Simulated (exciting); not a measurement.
# KLuS2: the K K edge from the Bethe–Salpeter equation, part 3 of 3

How far do the exchange and direct terms reshape the K K edge of KLuS2?

exciting sodium; X-ray absorption, core-level Bethe-Salpeter equation, exchange and statically screened direct term, Tamm-Dancoff, all-electron LAPW+lo LDA.

So far. Step 6 (Exchange alone): Maxima (height): 4.3 eV (0.54), 6.3 eV (0.37), 9.6 eV (0.90), 16.1 eV (0.60) and 18.8 eV (0.47). The spectrum is that of the independent-particle run within 1 %. Step 7 (Another input): The input has a fault: far too few empty states in the screening. Against the singlet run the r.m.s. difference is 29 %. The highest maximum lies at 1.7 eV (1.32), against 2.0 eV (1.00). The first bright state moves from 0.11 to 0.03 eV. Too few states underscreen, so the attraction is too strong.

### 8. Coarser mesh

Changed against the first singlet run: k mesh from 3×3×3 to 2×2×2.

Input file input.xml:

```
<input>
  <title>KLuS2</title>
  <structure speciespath="." autormt="false" epslat="1.0e-5">
    <crystal>
      <basevect>3.7312642324 2.1542464090 13.7767333546</basevect>
      <basevect>-3.7312642324 2.1542464090 13.7767333546</basevect>
      <basevect>0.0000000000 -4.3084928179 13.7767333546</basevect>
    </crystal>
    <species speciesfile="Lu.xml" rmt="2.300">
      <atom coord="0.5000000000 0.5000000000 0.5000000000"/>
    </species>
    <species speciesfile="K.xml" rmt="2.464">
      <atom coord="0.0000000000 0.0000000000 0.0000000000"/>
    </species>
    <species speciesfile="S.xml" rmt="2.300">
      <atom coord="0.7663100000 0.7663100000 0.7663100000"/>
      <atom coord="0.2336900000 0.2336900000 0.2336900000"/>
    </species>
  </structure>
  <groundstate do="skip" xctype="LDA_PW" ngridk="3 3 3" rgkmax="7" gmaxvr="14" nempty="8" swidth="0.001" maxscl="100" epsengy="1e-5"/>
  <xs xstype="BSE" ngridk="2 2 2" ngridq="2 2 2" vkloff="0.097 0.273 0.493" rgkmax="7" nempty="48" gqmax="3" lmaxapwwf="5" lmaxemat="2" broad="0.01654" tevout="true">
    <energywindow intv="128.437 130.054" points="439"/>
    <screening screentype="full" nempty="74"/>
    <BSE xas="true" xasspecies="2" xasatom="1" xasedge="K" bsetype="singlet" nstlxas="1 44"/>
    <qpointset>
      <qpoint>0 0 0</qpoint>
    </qpointset>
    <plan>
      <doonly task="xsgeneigvec"/>
      <doonly task="writepmatxs"/>
      <doonly task="scrgeneigvec"/>
      <doonly task="scrwritepmat"/>
      <doonly task="screen"/>
      <doonly task="scrcoulint"/>
      <doonly task="exccoulint"/>
    </plan>
  </xs>
</input>
```

Input file input.xml for the last start (plan only):

```
  <plan>
    <doonly task="bse"/>
  </plan>
```

The run is started by

```sh
$ OMP_NUM_THREADS=1 mpirun -n 4 exciting
$ OMP_NUM_THREADS=4 exciting
```

Numbers of over 12 decimals in the logs are rounded to 6 here.

The program printed:

```text
| EXCITING SODIUM started for task xsgeneigvec ( 301)                          =
One-shot GS runs for BSE calculations
One-shot GS runs for k+qmt/2 grids
Info(xsgeneigvec): Generating eigenvectors for Q-point      1
Info(xsgeneigvec): Generation of eigenvectors finished
| EXCITING SODIUM started for task writepmatxs ( 320)                          =
Info(writepmatxs): Momentum matrix elements finished
| EXCITING SODIUM started for task scrgeneigvec ( 401)                         =
One-shot GS runs for BSE calculations
One-shot GS runs for k+qmt/2 grids
[...]
Info(setup_bse_block): Setting up RR part of hamiltonian
Info(setup_bse_block): Singlet spin state
Info(bse): Diagonalizing RR Hamiltonian (TDA)
Info(bse): Invoking Lapack routine ZHEEVR
       704 eigen solutions found in the interval:
         i1=       1 i2=     704
Info(bse): Writing excition energies and oscillator strengths to text file.
Info(makespectrum_dist): Making spectrum using formula for coupling with time reversed AR basis.
Info(makespectrum_dist): Using formalism for vanishing momentum transfer.
Info(writederived): Writing quantities derived from the macroscopic dielectric function.
Info(bselauncher): Spectrum finished for iqmt=  1
Info(bselauncher): All done for BSE type singlet
```

Wall time 3.5 min (4 MPI ranks of Arm Neoverse V2, shared host).

These settings are cheaper. Against the singlet run the r.m.s. difference is 6 %. The highest maximum lies at 2.3 eV (0.96), against 2.0 eV (1.00). The first bright state moves from 0.11 to 0.33 eV. The lowest bare transition of this run lies at 0.28 eV, against 0.00. A coarse mesh samples few band energies, and it inflates the long-range part of the attraction.

```tsv
E (eV)	first run	this run
-3.0	0.03	0.03
-2.0	0.04	0.04
-1.0	0.08	0.08
0.0	0.26	0.22
1.0	0.74	0.71
2.0	1.00	0.89
3.0	0.86	0.85
4.0	0.56	0.58
5.0	0.48	0.44
6.0	0.59	0.57
7.0	0.72	0.79
8.0	0.88	0.82
9.0	0.69	0.72
10.0	0.45	0.46
11.0	0.39	0.41
12.0	0.35	0.34
13.0	0.36	0.37
14.0	0.39	0.40
15.0	0.48	0.48
16.0	0.42	0.45
17.0	0.33	0.33
18.0	0.30	0.31
19.0	0.32	0.33
20.0	0.45	0.47
21.0	0.39	0.42
```

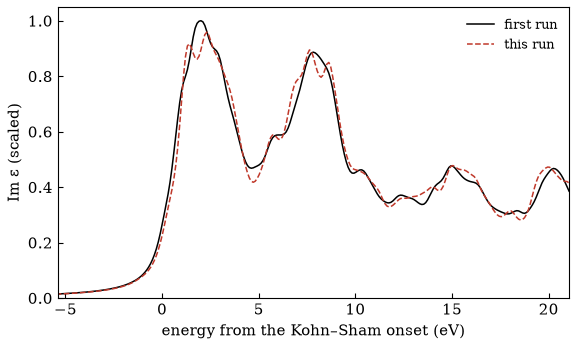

This run beside the first singlet run.

### 9. From independent particles to the full kernel

```tsv
level	curve passes 0.15 (eV)	highest maximum (eV)	its height
IP	1.8	9.6	0.90
RPA	1.8	9.6	0.90
singlet	-0.4	2.0	1.00
```

```tsv
E (eV)	IP	RPA	singlet
-3.0	0.01	0.01	0.03
-2.0	0.01	0.01	0.04
-1.0	0.02	0.02	0.08
0.0	0.03	0.03	0.26
1.0	0.08	0.08	0.74
2.0	0.18	0.18	1.00
3.0	0.35	0.35	0.86
4.0	0.52	0.52	0.56
5.0	0.39	0.39	0.48
6.0	0.35	0.35	0.59
7.0	0.33	0.33	0.72
8.0	0.39	0.39	0.88
9.0	0.69	0.69	0.69
10.0	0.84	0.84	0.45
11.0	0.63	0.63	0.39
12.0	0.55	0.55	0.35
13.0	0.49	0.49	0.36
14.0	0.45	0.45	0.39
15.0	0.45	0.45	0.48
16.0	0.59	0.59	0.42
17.0	0.57	0.57	0.33
18.0	0.50	0.50	0.30
19.0	0.46	0.46	0.32
20.0	0.47	0.47	0.45
21.0	0.65	0.65	0.39
```

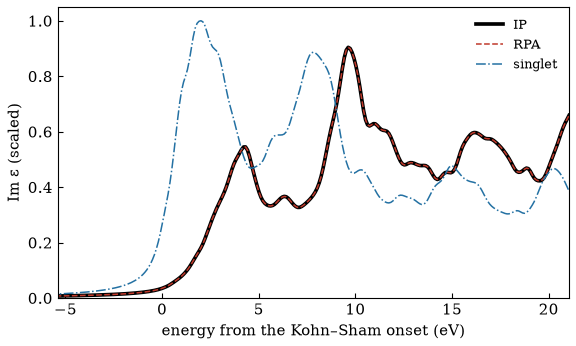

The spectrum at each level.

### 10. What came out

```json
{"absorber and edge": "K K, atom 2", "surroundings": "6 S at 3.15 Å (distorted octahedral, site symmetry -3m)", "first bright state": "0.11 eV from the Kohn–Sham onset, on this mesh", "highest maximum": "2.0 eV", "cost of the BSE run": "14 min on 4 MPI ranks of Arm Neoverse V2, shared host; the last task ran on as many threads"}
```

**Reading.** Is a core exciton bound? Undecided on this mesh: the first bright state (over 5 % of the brightest) lies at 0.11 eV from the Kohn–Sham onset; weaker or dark states reach down to -1.28 eV. Exchange alone changes the independent-particle spectrum by 0.0 % r.m.s. A mesh of 27 points doesn't converge binding energies, and fine structure above the first lines is partly noise of the mesh. Exchange and the short-range direct term aren't converged in the kernel cutoff. The zero comes from the shifted mesh, which comes near the band minimum without meeting it. The Kohn–Sham onset, 3507 eV, is no photon energy (tabulated edge of the element: 3608.4 eV): the scale needs a rigid shift. No quasiparticle correction widens the gap or stretches the bands. Vibrations and energy-dependent lifetimes are left out. The structure is a published determination, not relaxed.

[Banner, clock and machine lines of the logs are left out without a mark of their own.]

[Logs are printed without paths, hosts, clocks, repeated set-up lines and the standing remarks that a program may print on its own settings, such as how far it seeks lower states.]

[Hosts, paths, dates, database ids (printed as entryN), source tags and the programs' standing remarks are cut or masked in the printed files.]
